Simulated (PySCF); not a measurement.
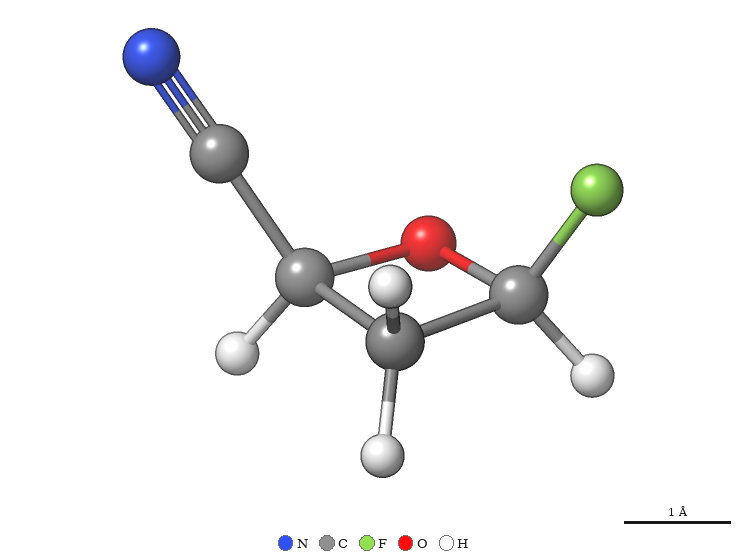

Ball-and-stick drawing of a structure.

Question: Which formula does it have?

Answer: C4H4FNO, 11 atoms: 4 carbon, 4 hydrogen, 1 fluorine, 1 nitrogen and 1 oxygen.

Question: Describe its rings.

Answer: Independent rings (smallest set): 1 of 4 members.

Question: How many bonds of each kind are drawn?

Answer: 4 C–H, 3 C–C, 2 C–O, 1 C–N, 1 C–F.

Question: Name functional groups in it.

Answer: Among them: ether, nitrile, C–F bond.

The parts below concern this one geometry. Atoms keep their numbers from picture to picture. Computed geometry: PBE0-D3(BJ)/def2-SVP optimisation. No frequency run is at hand to confirm it as a minimum.

Shape

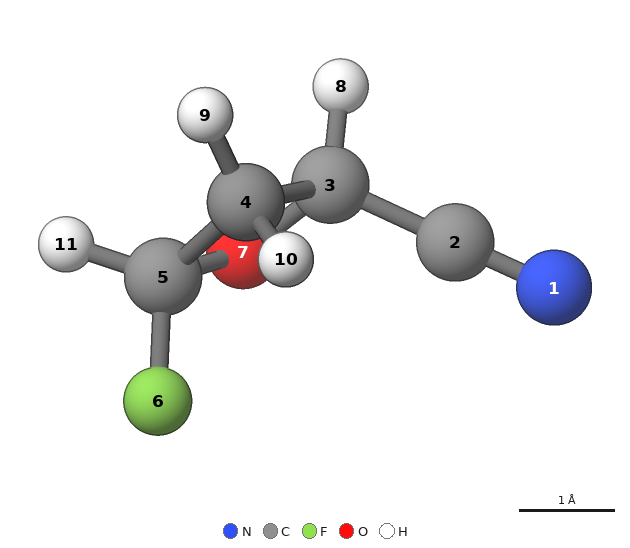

Atoms carry their numbers in the input. No frequency run is at hand to confirm it as a minimum.

Which atoms are bonded, and how long are the bonds?

| bond | length (Å) | order |
| --- | --- | --- |
| N1–C2 | 1.157 | triple |
| C2–C3 | 1.463 | single |
| C3–C4 | 1.540 | single |
| C3–O7 | 1.428 | single |
| C3–H8 | 1.103 | single |
| C4–C5 | 1.526 | single |
| C4–H9 | 1.096 | single |
| C4–H10 | 1.097 | single |
| C5–F6 | 1.353 | single |
| C5–O7 | 1.403 | single |
| C5–H11 | 1.103 | single |

Core levels

No frequency run is at hand to confirm it as a minimum. Method: delta-SCF UKS SCAN, pcX-2 on the ionised atom, pcseg-1 elsewhere, spin-free X2C (PySCF 2.14.0).

Give the core-electron binding energies (to vacuum) of N1 1s, C2 1s, C3 1s, C4 1s, C5 1s, F6 1s, O7 1s.

| atom | level | binding energy (eV) |
| --- | --- | --- |
| N1 | 1s | 405.6 |
| C2 | 1s | 292.7 |
| C3 | 1s | 294.2 |
| C4 | 1s | 292.1 |
| C5 | 1s | 295.3 |
| F6 | 1s | 693.2 |
| O7 | 1s | 539.5 |

NMR shielding

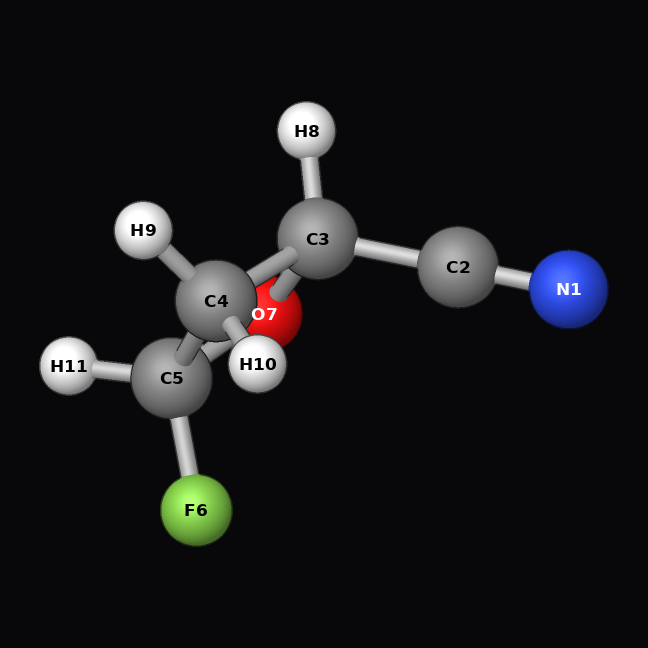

No frequency run is at hand to confirm it as a minimum. Level of theory: GIAO PBE0/pcSseg-1 NMR shielding, non-relativistic, gas phase (PySCF 2.14.0). Principal shieldings σ11 ≤ σ22 ≤ σ33, span Ω = σ33 − σ11, skew κ = 3(σiso − σ22)/Ω.

Give the shielding tensors of the N atoms.

| atom | σ11 | σ22 | σ33 | σiso | Ω | κ |
| --- | --- | --- | --- | --- | --- | --- |
| N1 | −221.4 | −200.5 | 260.1 | −53.9 | 481.5 | 0.91 |

Shieldings and span in ppm.

Ring current

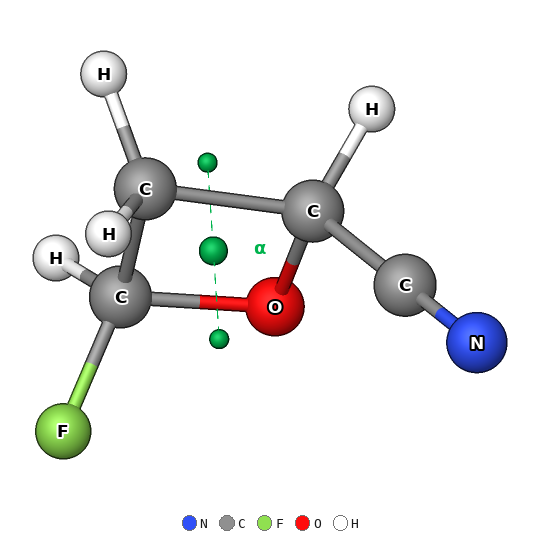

The small points mark where nucleus-independent chemical shifts (NICS) were computed: at the centre of each lettered ring and 1 Å above and below it. No frequency run is at hand to confirm it as a minimum. Method: GIAO PBE0/pcSseg-1 NMR shielding, non-relativistic, gas phase (PySCF 2.14.0).

Give NICS(0), NICS(1) and the out-of-plane component NICS(1)zz for each ring (means of the two sides).

```
ring  members  NICS(0)  NICS(1)  NICS(1)zz
   α      C3O     −1.0      0.1        3.2
```

Values in ppm.
